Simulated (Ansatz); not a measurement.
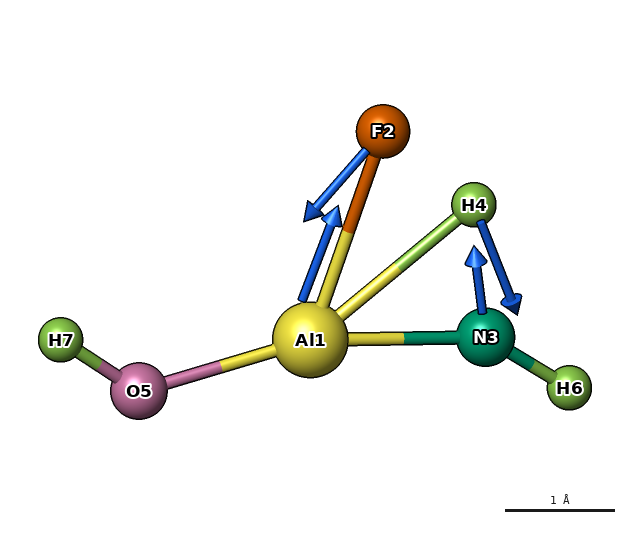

Arrows show the forces on the atoms, 0.5 Å of arrow for 1 eV/Å; forces under a tenth of the largest aren't drawn. Level of theory: PBE0-D4/def2-SVP (Ansatz 0.2.0).

Question: Which bond do the forces act along most?

Answer: Al1–F2, now 2.113 Å: the forces pull its atoms together, so a first step downhill shortens it.

List the force components in the frame of the picture (x right, y up, z towards the viewer), in eV/Å.

```csv
atom,Fx,Fy,Fz
Al1,0.68,1.77,0.53
F2,−1.18,−1.34,−0.18
N3,−0.16,1.26,0.58
H4,0.68,−1.73,−0.96
O5,−0.02,0.00,0.01
H6,−0.03,0.04,0.03
H7,0.03,0.00,−0.01
```
